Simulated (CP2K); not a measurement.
# C3H8OSi (SMILES C=C([SiH3])CO) at 3 levels

We compute a comparison of 3 runs (AM1, GFN0-xTB, GFN1-xTB) of C3H8OSi. 

The calculation is run with CP2K 2026.2.

4 further runs of the same task are left out: 1 that didn't finish, 3 set aside as unsound or not needed.

### 1 The structure to begin with

The species is C3H8OSi (13 atoms), meant as a singlet with charge 0. SMILES: `C=C([SiH3])CO`. The shape comes from a force field and isn't a relaxed structure. This is one conformer, not always the lowest.

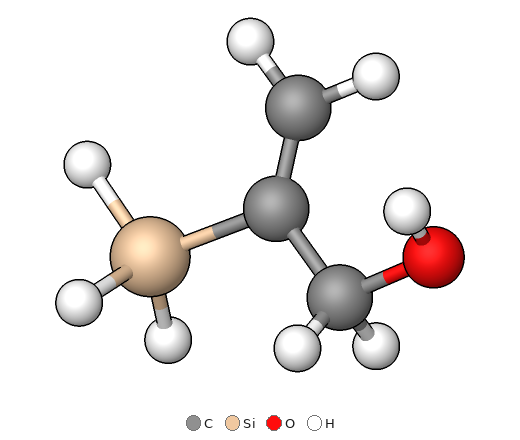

Viewed from a chosen angle; carbon grey, silicon light orange, oxygen red, hydrogen white.

### 2 Energy and forces at AM1 (run 1)

qs.inp reads:

```
&FORCE_EVAL
 METHOD QUICKSTEP
 &DFT
  ! Quickstep
  &QS
   METHOD AM1
   EPS_DEFAULT 1.0E-10
   &SE
    &COULOMB
     CUTOFF [angstrom] 50
     RC_RANGE [angstrom] 0
    &END COULOMB
    &EXCHANGE
     CUTOFF [angstrom] 50
     RC_RANGE [angstrom] 0
    &END EXCHANGE
   &END SE
  &END QS
  &POISSON
   PERIODIC NONE
   POISSON_SOLVER ANALYTIC
  &END POISSON
  ! self-consistent field
  &SCF
   SCF_GUESS ATOMIC
   EPS_SCF 1.0E-07
   MAX_SCF 100
   &DIAGONALIZATION
    ALGORITHM STANDARD
   &END DIAGONALIZATION
   &MIXING
    METHOD DIRECT_P_MIXING
    ALPHA 0.4
   &END MIXING
  &END SCF
  &PRINT
   &MOMENTS
    PERIODIC F
    REFERENCE COM
    MAX_MOMENT 1
   &END MOMENTS
   &MO ON
    ENERGIES T
    OCCUPATION_NUMBERS T
    NDIGITS 6
    &EACH
     QS_SCF 0
    &END EACH
    ADD_LAST NUMERIC
   &END MO
   &HIRSHFELD OFF
   &END HIRSHFELD
  &END PRINT
 &END DFT
 ! structure
 &SUBSYS
  ! vacuum box
  &CELL
   ABC 19.5 20 21.1
   PERIODIC NONE
  &END CELL
  &COORD
   UNIT bohr
   C     -1.0155388     2.6662146     0.5055017
   C     -0.2426408     0.3681186     0.2159957
   Si     1.6531324    -1.1786222     2.7034422
   C     -0.5831695    -1.2861476    -2.0399594
   O     -1.8659156     0.0462983    -4.0763282
   H     -0.7218754     3.9189140     2.1478627
   H     -2.2397034     3.6335654    -0.9403277
   H      0.6083028    -3.5899127     3.4315537
   H      1.9046550     0.5166511     5.0604976
   H      4.2875996    -1.6625810     1.7582012
   H     -2.0169047    -2.8551872    -1.4849468
   H      1.0684512    -2.1036431    -2.7406698
   H     -0.7976534     1.4607583    -4.5128550
  &END COORD
  &TOPOLOGY
   &CENTER_COORDINATES
   &END CENTER_COORDINATES
  &END TOPOLOGY
 &END SUBSYS
 ! extra output
 &PRINT
  &FORCES ON
  &END FORCES
 &END PRINT
&END FORCE_EVAL

&GLOBAL
 PROJECT qs
 RUN_TYPE ENERGY_FORCE
 PRINT_LEVEL MEDIUM
&END GLOBAL
```

Run with:

```
$ OMP_NUM_THREADS=1 cp2k.psmp qs.inp > qs.out
```

Standard output:

```text
CP2K| version string:                                       CP2K version 2026.2
[...]
 GLOBAL| Method name                                                        CP2K
[...]
 GLOBAL| Run type                                                   ENERGY_FORCE
[...]
                             - Atoms:                                         13
[...]
                             - Spherical basis functions:                     28
[...]
 Number of electrons:                                                         30
[...]
     1 P_Mix/Diag. 0.40E+00    0.0     0.79483708       -25.0464174685 -2.50E+01
[...]
    18 DIIS/Diag.  0.37E-07    0.0     0.00000007       -32.9981252616  3.55E-14
  *** SCF run converged in    18 steps ***
  Core-core repulsion energy [eV]:                           2211.05355623128207
  Core Hamiltonian energy [eV]:                             -1395.48463839460896
  Two-electron integral energy [eV]:                        -3426.98714175214673
  Electronic energy [eV]:                                   -3108.97820927068233
  Total energy [eV]:                                         -897.92465303940014
  Atomic reference energy [eV]:                               896.30934196546912
  Heat of formation [kcal/mol]:                               -37.24996123509029
[...]
 SE_DIPOLE| Moment [Debye]         -1.17834667      -0.53416004      -0.78764151
 SE_DIPOLE| Derivative [a.u.]       0.00000000       0.00000000       0.00000000
 ENERGY| Total FORCE_EVAL ( QS ) energy [hartree]            -32.998125261573485
[...]
```

It took 0.46 s on 1 thread of Arm Neoverse N1, shared host; peak memory 0.14 GiB.

### 3 The energy at GFN0-xTB (run 2)

molecule.inp reads:

```
&GLOBAL
   PROJECT molecule
   RUN_TYPE ENERGY
   PRINT_LEVEL MEDIUM
&END GLOBAL

&FORCE_EVAL
   METHOD QS
   &DFT
      &QS
         METHOD XTB
         EPS_DEFAULT 1.0E-10
         &XTB
            GFN_TYPE 0
            CHECK_ATOMIC_CHARGES F
         &END XTB
      &END QS
      &POISSON
         PERIODIC NONE
         POISSON_SOLVER ANALYTIC
      &END POISSON
      &SCF
         SCF_GUESS ATOMIC
         EPS_SCF 1.0E-06
         MAX_SCF 150
         ADDED_MOS 8
         LEVEL_SHIFT 0.5
         MAX_DIIS 2
         &DIAGONALIZATION
            ALGORITHM STANDARD
         &END DIAGONALIZATION
         &MIXING
            METHOD DIRECT_P_MIXING
            ALPHA 0.4
         &END MIXING
         &SMEAR ON
            METHOD FERMI_DIRAC
            ELECTRONIC_TEMPERATURE [K] 300
         &END SMEAR
      &END SCF
      &PRINT
         &MOMENTS
            PERIODIC F
            REFERENCE COM
            MAX_MOMENT 1
         &END MOMENTS
         &MO ON
            ENERGIES T
            OCCUPATION_NUMBERS T
            NDIGITS 6
            &EACH
               QS_SCF 0
            &END EACH
            ADD_LAST NUMERIC
         &END MO
         &HIRSHFELD OFF
         &END HIRSHFELD
      &END PRINT
   &END DFT
   &SUBSYS
      &CELL
         ABC 15.5 16 17.1
         PERIODIC NONE
      &END CELL
      &COORD
         C     -0.537400     1.410900     0.267500
         C     -0.128400     0.194800     0.114300
         Si     0.874800    -0.623700     1.430600
         C     -0.308600    -0.680600    -1.079500
         O     -0.987400     0.024500    -2.157100
         H     -0.382000     2.073800     1.136600
         H     -1.185200     1.922800    -0.497600
         H      0.321900    -1.899700     1.815900
         H      1.007900     0.273400     2.677900
         H      2.268900    -0.879800     0.930400
         H     -1.067300    -1.510900    -0.785800
         H      0.565400    -1.113200    -1.450300
         H     -0.422100     0.773000    -2.388100
      &END COORD
      &TOPOLOGY
         &CENTER_COORDINATES
         &END CENTER_COORDINATES
      &END TOPOLOGY
   &END SUBSYS
&END FORCE_EVAL
```

Run with:

```
$ OMP_NUM_THREADS=1 cp2k.psmp -i molecule.inp -o molecule.out
```

Standard output:

```text
CP2K| version string:                                       CP2K version 2026.2
[...]
 GLOBAL| Method name                                                        CP2K
[...]
 GLOBAL| Run type                                                         ENERGY
[...]
                             - Atoms:                                         13
[...]
                             - Spherical basis functions:                     41
[...]
 Number of electrons:                                                         30
[...]
  Fermi energy:                                                -0.30229217673343
[...]
 TB_DIPOLE| Moment [Debye]          0.58386783      -0.44525516       0.01345186
 TB_DIPOLE| Derivative [a.u.]       0.00000000       0.00000000       0.00000000
[...]
 ENERGY| Total FORCE_EVAL ( QS ) energy [hartree]            -15.840681348445818
[...]
```

Wall time 0.44 s (1 thread of Arm Neoverse N1, shared host); peak memory 0.14 GiB.

### 4 Energy and gradient at GFN1-xTB (run 3)

molecule.xyz reads:

```xyz
13

C     -0.537400     1.410900     0.267500
C     -0.128400     0.194800     0.114300
Si     0.874800    -0.623700     1.430600
C     -0.308600    -0.680600    -1.079500
O     -0.987400     0.024500    -2.157100
H     -0.382000     2.073800     1.136600
H     -1.185200     1.922800    -0.497600
H      0.321900    -1.899700     1.815900
H      1.007900     0.273400     2.677900
H      2.268900    -0.879800     0.930400
H     -1.067300    -1.510900    -0.785800
H      0.565400    -1.113200    -1.450300
H     -0.422100     0.773000    -2.388100
```

molecule.inp reads:

```
&GLOBAL
    PROJECT molecule
    RUN_TYPE ENERGY_FORCE
    PRINT_LEVEL MEDIUM
&END GLOBAL

&FORCE_EVAL
    METHOD Quickstep
    &DFT
        &QS
            METHOD XTB
            EPS_DEFAULT 1.0E-10
            &XTB
                GFN_TYPE 1
                CHECK_ATOMIC_CHARGES F
            &END XTB
        &END QS
        ! cluster boundary conditions
        &POISSON
            PERIODIC NONE
            POISSON_SOLVER ANALYTIC
        &END POISSON
        ! SCF settings
        &SCF
            SCF_GUESS ATOMIC
            EPS_SCF 1.0E-06
            MAX_SCF 30
            &OT
                MINIMIZER DIIS
                PRECONDITIONER FULL_ALL
            &END OT
            &OUTER_SCF
                EPS_SCF 1.0E-06
                MAX_SCF 10
            &END OUTER_SCF
        &END SCF
        &PRINT
            &MOMENTS
                PERIODIC F
                REFERENCE COM
                MAX_MOMENT 1
            &END MOMENTS
            &MO_CUBES
                NLUMO 3
                NHOMO -1
                WRITE_CUBE F
            &END MO_CUBES
            &HIRSHFELD OFF
            &END HIRSHFELD
        &END PRINT
    &END DFT
    &SUBSYS
        ! vacuum box
        &CELL
            ABC 11.5 12 13.1
            PERIODIC NONE
        &END CELL
        &TOPOLOGY
            COORD_FILE_NAME molecule.xyz
            COORD_FILE_FORMAT XYZ
            &CENTER_COORDINATES
            &END CENTER_COORDINATES
        &END TOPOLOGY
    &END SUBSYS
    ! extra output
    &PRINT
        &FORCES ON
        &END FORCES
    &END PRINT
&END FORCE_EVAL
```

Run with:

```
$ OMP_NUM_THREADS=1 cp2k.psmp molecule.inp > molecule.out
```

Standard output:

```text
CP2K| version string:                                       CP2K version 2026.2
[...]
 GLOBAL| Method name                                                        CP2K
[...]
 GLOBAL| Run type                                                   ENERGY_FORCE
[...]
                             - Atoms:                                         13
[...]
                             - Spherical basis functions:                     41
[...]
 Number of electrons:                                                         30
[...]
     1 OT DIIS     0.15E+00    0.0     0.05515271       -17.0661151587 -1.71E+01
[...]
    10 OT DIIS     0.15E+00    0.0     0.00000050       -17.1583732579 -1.59E-10
  *** SCF run converged in    10 steps ***
[...]
 TB_DIPOLE| Moment [Debye]          1.16899857       0.48620508       0.39129394
 TB_DIPOLE| Derivative [a.u.]       0.00000000       0.00000000       0.00000000
[...]
 ENERGY| Total FORCE_EVAL ( QS ) energy [hartree]            -17.158373257879180
[...]
```

It took 0.69 s on 1 thread of Arm Neoverse N1, shared host; peak memory 0.15 GiB.

### 5 The series

| run | level | task | SCF convergence threshold | energy (Eh) | dipole moment (D) | HOMO energy (eV) | largest force (eV/Å) | wall time |
| --- | --- | --- | --- | --- | --- | --- | --- | --- |
| 1 | AM1 | gradient | 1e-07 | -32.998125 | 1.51 | -10.44 | 4.570 | 0.46 s |
| 2 | GFN0-xTB | energy | 1e-06 | -15.840681 | 0.73 | -11.29 | – | 0.44 s |
| 3 | GFN1-xTB | gradient | 1e-06 | -17.158373 | 1.33 | -11.93 | 4.473 | 0.69 s |

### 6 Outcome

| quantity | value |
| --- | --- |
| run 3: total energy | -17.15837 Eh |
| run 3: dipole moment (from atomic charges alone) | 1.33 D |
| run 3: HOMO energy | -11.93 eV |
| run 3: dispersion energy | -12.03 kJ/mol |
| run 3: largest force on an atom | 4.473 eV/Å |

What this shows: The dipole moment (its size) runs from 0.73 D (GFN0-xTB) to 1.51 D (AM1). Some of these are taken from atomic charges alone. Force-field and semi-empirical energies have zeros of their own, so their totals don't compare. All runs together took 1.6 s, the longest 0.69 s.
